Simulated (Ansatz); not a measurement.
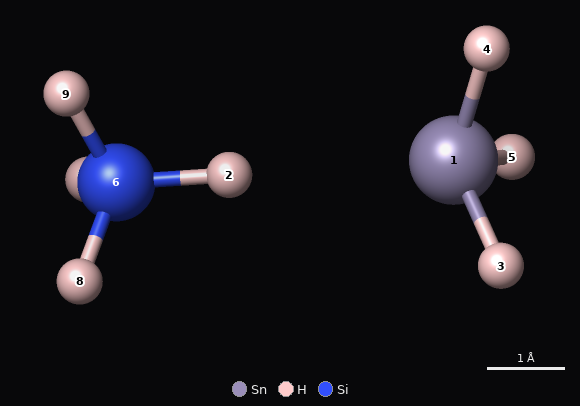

This is the input geometry for a relaxation of SnSiH₇ (multiplicity 2). A ball-and-stick model, seen at a tilt.

The run prepares an end point of a later path (reaction) calculation, from a guessed geometry.

The calculation used UKS PBE-D4/def2-SVP (Ansatz).

The input:
```yaml
crystal:
  periodic: [false, false, false]
  atoms:
    - { symbol: Sn, position_ang: [0.000687, -1.0e-06, -0.39905] }
    - { symbol: H, position_ang: [-0.000404, 1.0e-06, 2.541947] }
    - { symbol: H, position_ang: [1.637067, 6.0e-06, -1.006489] }
    - { symbol: H, position_ang: [-0.817663, 1.417203, -1.006155] }
    - { symbol: H, position_ang: [-0.817652, -1.41721, -1.006157] }
    - { symbol: Si, position_ang: [-0.000136, 0.0, 4.021431] }
    - { symbol: H, position_ang: [-0.76557, -1.192255, 4.522976] }
    - { symbol: H, position_ang: [1.415251, -0.066847, 4.522538] }
    - { symbol: H, position_ang: [-0.64978, 1.259103, 4.522957] }
magnetization:
  spin_polarized: true
  initial_magnetization: 1
basis:
  gaussian: { orbitals: def2-SVP }
hamiltonian:
  xc: pbe
  dispersion: d4
relax:
  f_tol: 0.03
  max_steps: 50
```

Launched with:
```bash
ansatz run input.yaml --threads 2 --pin off --max-ram 3072MiB --backend cpu --events-out ev --progress --plain --runs-dir out
```

Where does the relaxation end?

Answer. Sn1 moves most after the best rigid fit: 0.14 Å. By element the largest moves are Sn 0.14 Å, H 0.13 Å, Si 0.11 Å. Some distances before and after: H2–Si6 1.479 → 1.509 Å. After 2 geometry steps the energy has fallen by 0.31 kcal/mol. The largest force component goes from 0.61 to 0.013 eV/Å. Cost: 5.8 s on 2 threads of Arm Neoverse V2 (shared host), peak memory 0.15 GiB.

The structure at the end:

```xyz
9

Sn    0.0007    0.0000   -0.5374
H    -0.0004    0.0000    2.6267
H     1.6351    0.0000   -1.1391
H    -0.8167    1.4155   -1.1388
H    -0.8166   -1.4155   -1.1388
Si   -0.0001    0.0000    4.1361
H    -0.7660   -1.1929    4.6352
H     1.4160   -0.0669    4.6348
H    -0.6502    1.2598    4.6352
```

After the run, drawn alike:

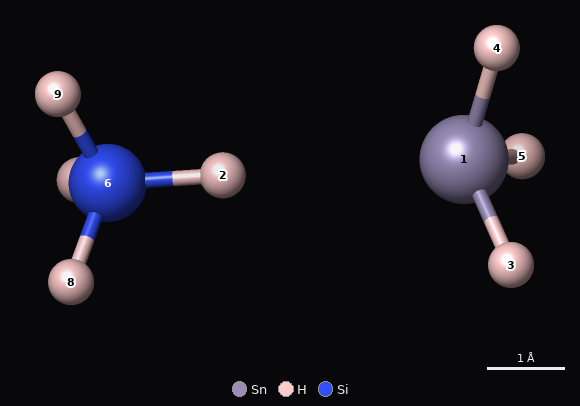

Limits of the set-up: the start holds two separate molecules, 2.9 Å apart at their closest, whose relative position is a soft coordinate.
